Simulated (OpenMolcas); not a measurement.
**One shape, several levels: singlet CH4BO+**

Aim: a comparison of 6 runs (HF/def2-TZVP, B2PLYP/def2-TZVP, B3LYP/def2-TZVP, BHLYP/def2-TZVP, PBE/def2-TZVP, MP2/def2-TZVP) of singlet CH4BO+. 

The calculation is run with OpenMolcas 26.06.

1 further run of the same task is left out (set aside as unsound or not needed).

## Step 1: The system as given

The species is CH4BO+ (7 atoms), meant as a singlet with charge +1. As SMILES of the parent species, `[BH]OC`. The coordinates come from a PBE0-D4/def2-TZVP relaxation. This is one conformer, not always the lowest. That shape belongs to the parent species and isn't relaxed for this state.

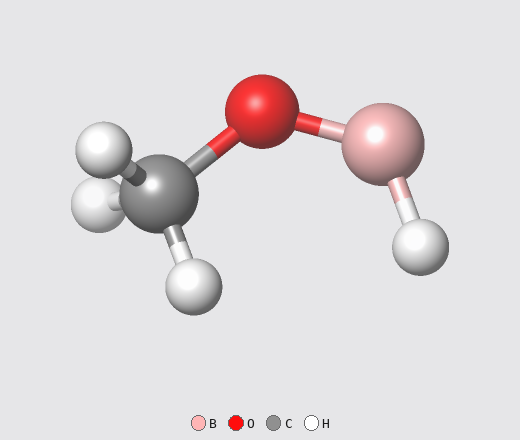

The structure, seen from a chosen angle (boron pink, oxygen red, carbon grey, hydrogen white).

## Step 2: A single-point energy at HF/def2-TZVP (run 1)

mol.input reads:

```
* CH4BO Hartree-Fock
&gateway
baslib = $CurrDir
coord
7
angstrom
B       -1.319600      -1.025700      -0.172900
O       -0.272400      -0.707100       0.564500
C        0.642200       0.338600       0.243900
H       -1.628500      -0.474200      -1.201600
H        0.357800       0.834000      -0.687600
H        0.643000       1.059300       1.062300
H        1.638900      -0.092800       0.145600
basis = def2-TZVP
group = NoSym
&seward
&scf
charge = 1
thresholds = 1e-10 1e-07 1e-07 1e-05
prorbitals = 1 2
```

The basis set def2-TZVP is read from a file made from the Basis Set Exchange's data (not shown).

Launch:

```sh
export MOLCAS_MEM=1860
pymolcas mol.input > mol.log
```

Standard output:

```text
--- Start Module: gateway ---
[...]
--- Stop Module: gateway /rc=_RC_ALL_IS_WELL_ ---
--- Start Module: seward ---
[...]
      Basis functions          117
--- Stop Module: seward /rc=_RC_ALL_IS_WELL_ ---
[...]
--- Start Module: scf ---
[...]
       Convergence after  18 Iterations
[...]
::    Total SCF energy                               -139.4790057238
[...]
      Total spin, S                                     0.0000000000
[...]
      Total electronic charge=   22.000000
      Total            charge=    1.000000
[...]
      Dipole Moment (debye):
      Origin of the operator (angstrom)=   -0.2361   -0.3997    0.2176
                   X= -3.0099E+00               Y= -9.8386E-01               Z= -2.0339E+00           Total=  3.7635E+00
      Center of Charge (angstrom)
[...]
--- Stop Module: scf /rc=_RC_ALL_IS_WELL_ ---
[...]
```

It took 19 s on 1 thread of Arm Neoverse V1, shared host; peak memory 0.72 GiB.

## Step 3: The energy at B2PLYP/def2-TZVP (run 2)

test.input reads:

```
* CH4BO Kohn-Sham DFT

&GATEWAY
  BasLib = $CurrDir
  Coord
  7
  angstrom
  B       -1.319600      -1.025700      -0.172900
  O       -0.272400      -0.707100       0.564500
  C        0.642200       0.338600       0.243900
  H       -1.628500      -0.474200      -1.201600
  H        0.357800       0.834000      -0.687600
  H        0.643000       1.059300       1.062300
  H        1.638900      -0.092800       0.145600
  Basis = def2-TZVP
  Group = NoSym

&SEWARD
  GridInput
  Grid=UltraFine
  End of Grid

&SCF
  Charge = 1
  KSDFT = B2PLYP_SCF
  Thresholds = 1e-10 1e-07 1e-07 1e-05
  PrOrbitals = 1 1

&MBPT2
  Frozen = 3
```

The basis set def2-TZVP is read from a file made from the Basis Set Exchange's data (not shown).

Launch:

```sh
export MOLCAS_MEM=1860
pymolcas test.input > test.log
```

Standard output:

```text
--- Start Module: gateway ---
[...]
--- Stop Module: gateway /rc=_RC_ALL_IS_WELL_ ---
[...]
      Basis functions          117
[...]
--- Start Module: scf ---
[...]
       Convergence after  18 Iterations
[...]
::    Total KS-DFT energy                            -140.0202479214
[...]
      Total spin, S                                     0.0000000000
[...]
      Total electronic charge=   22.000000
      Total            charge=    1.000000
[...]
      Dipole Moment (debye):
      Origin of the operator (angstrom)=   -0.2361   -0.3997    0.2176
                   X= -2.6864E+00               Y= -8.1436E-01               Z= -1.8954E+00           Total=  3.3871E+00
      Center of Charge (angstrom)
[...]
--- Stop Module: scf /rc=_RC_ALL_IS_WELL_ ---
[...]
--- Start Module: mbpt2 ---
[...]
 ###    WARNING: MP2 implementation intended for RHF references only         ###
 ###############################################################################
MBPT2 WARNING: Reference function according to RunFile:KS-DFT
I'll assume you know what you're doing and continue
WARNING!
Default frozen orbitals as non valence orbitals is overwritten by user input.
Default values:   3
[...]
       Reference weight ( Cref**2 )         =        0.82025
::    Total MBPT2 energy                             -140.6004270894
[...]
      Total MBPT2 calculations                           0.62      0.68
--- Stop Module: mbpt2 /rc=_RC_ALL_IS_WELL_ ---
[...]
```

Run time: 58 s. Hardware: 1 thread of Arm Neoverse V1, shared host; peak memory 0.72 GiB.

Run 3 isn't shown in full; the table further down has it.

## Step 4: The energy at BHLYP/def2-TZVP (run 4)

job.input reads:

```
* CH4BO Kohn-Sham DFT
>>> EXPORT MOLCAS_PRINT=2

&GATEWAY
 BasLib=$CurrDir
 Coord
 7
 bohr
 B     -2.49368259    -1.93829209    -0.32673365
 O     -0.51476140    -1.33622534     1.06675040
 C      1.21358212     0.63986127     0.46090420
 H     -3.07741899    -0.89610813    -2.27069491
 H      0.67614401     1.57603159    -1.29937568
 H      1.21509390     2.00178688     2.00745606
 H      3.09707215    -0.17536658     0.27514412
 Basis=def2-TZVP
 Group=NoSym

&SEWARD
 GridInput
 Grid=UltraFine
 End of Grid

&SCF
 Charge=1
 KSDFT=HYB_GGA_XC_BHANDHLYP
 Thresholds=1e-10 1e-07 1e-07 1e-05
 PrOrbitals=1 1
```

The basis set def2-TZVP is read from a file made from the Basis Set Exchange's data (not shown).

Launch:

```sh
export MOLCAS_MEM=1860
pymolcas job.input > job.log
```

Standard output:

```text
--- Start Module: gateway ---
[...]
--- Stop Module: gateway /rc=_RC_ALL_IS_WELL_ ---
--- Start Module: seward ---
[...]
      Basis functions          117
--- Stop Module: seward /rc=_RC_ALL_IS_WELL_ ---
[...]
--- Start Module: scf ---
[...]
       Convergence after  18 Iterations
[...]
::    Total KS-DFT energy                            -140.2165406204
[...]
      Total spin, S                                     0.0000000000
[...]
      Total electronic charge=   22.000000
      Total            charge=    1.000000
[...]
      Dipole Moment (debye):
      Origin of the operator (angstrom)=   -0.2361   -0.3997    0.2176
                   X= -2.6648E+00               Y= -7.9728E-01               Z= -1.8934E+00           Total=  3.3648E+00
      Center of Charge (angstrom)
[...]
--- Stop Module: scf /rc=_RC_ALL_IS_WELL_ ---
[...]
```

Wall time 58 s (1 thread of Arm Neoverse V1, shared host); peak memory 0.72 GiB.

Run 5 isn't shown in full; the table further down has it.

## Step 5: The energy at MP2/def2-TZVP (run 6)

job.input reads:

```
&GATEWAY
BasLib = $CurrDir
Coord
7
angstrom
B       -1.319600      -1.025700      -0.172900
O       -0.272400      -0.707100       0.564500
C        0.642200       0.338600       0.243900
H       -1.628500      -0.474200      -1.201600
H        0.357800       0.834000      -0.687600
H        0.643000       1.059300       1.062300
H        1.638900      -0.092800       0.145600
Basis = def2-TZVP
Group = NoSym
&SEWARD
&SCF
Charge = 1
Thresholds = 1e-10 1e-07 1e-07 1e-05
PrOrbitals = 0
&MBPT2
Frozen = 3
```

The basis set def2-TZVP is read from a file made from the Basis Set Exchange's data (not shown).

Launch:

```sh
export MOLCAS_MEM=1860
pymolcas job.input > job.log
```

Standard output:

```text
--- Start Module: gateway ---
[...]
--- Stop Module: gateway /rc=_RC_ALL_IS_WELL_ ---
[...]
      Basis functions          117
[...]
--- Start Module: scf ---
[...]
       Convergence after  18 Iterations
[...]
::    Total SCF energy                               -139.4790057238
[...]
      Total spin, S                                     0.0000000000
[...]
      Total electronic charge=   22.000000
      Total            charge=    1.000000
[...]
      Dipole Moment (debye):
      Origin of the operator (angstrom)=   -0.2361   -0.3997    0.2176
                   X= -3.0099E+00               Y= -9.8386E-01               Z= -2.0339E+00           Total=  3.7635E+00
      Center of Charge (angstrom)
[...]
--- Stop Module: scf /rc=_RC_ALL_IS_WELL_ ---
[...]
--- Start Module: mbpt2 ---
[...]
WARNING!
Default frozen orbitals as non valence orbitals is overwritten by user input.
Default values:   3
[...]
       Reference weight ( Cref**2 )         =        0.87990
::    Total MBPT2 energy                             -139.9525848441
[...]
      Total MBPT2 calculations                           0.59      0.68
--- Stop Module: mbpt2 /rc=_RC_ALL_IS_WELL_ ---
[...]
```

It took 20 s on 1 thread of Arm Neoverse V1, shared host; peak memory 0.72 GiB.

## Step 6: All runs side by side

```csv
run,level,frozen core orbitals,integration grid,energy (Eh),HOMO energy (eV),LUMO energy (eV),HOMO–LUMO gap (eV),wall time
1,HF/def2-TZVP,–,–,-139.479006,-19.68,-6.69,12.99,19 s
2,B2PLYP/def2-TZVP,3,UltraFine,-140.176896,-17.49,-9.09,8.40,58 s
3,B3LYP/def2-TZVP,–,UltraFine,-140.299120,-15.97,-10.80,5.17,59 s
4,BHLYP/def2-TZVP,–,UltraFine,-140.216541,-17.54,-9.43,8.11,58 s
5,PBE/def2-TZVP,–,UltraFine,-140.109262,-14.78,-11.53,3.24,64 s
6,MP2/def2-TZVP,3,–,-139.952585,-19.68,-6.69,12.99,20 s
```

## Step 7: Results

| quantity | value |
| --- | --- |
| run 6: total energy | -139.95258 Eh |
| run 6: HOMO energy (Hartree–Fock orbitals) | -19.68 eV |
| run 6: LUMO energy (Hartree–Fock orbitals) | -6.69 eV |
| run 6: HOMO–LUMO gap (Hartree–Fock orbitals) | 12.99 eV |
| run 6: correlation energy (3 core orbitals frozen) | -473.6 mEh |

Over runs 1, 2, 3, 4, 5 the HOMO–LUMO gap runs from 3.24 eV (PBE/def2-TZVP) to 12.99 eV (HF/def2-TZVP). Exact exchange widens orbital gaps. For B2PLYP the log adds the whole second-order term; the table takes 0.27 of it, as the functional is defined. Totals of different functionals can't be ranked against each other. All runs together took 4.6 min, the longest 64 s.
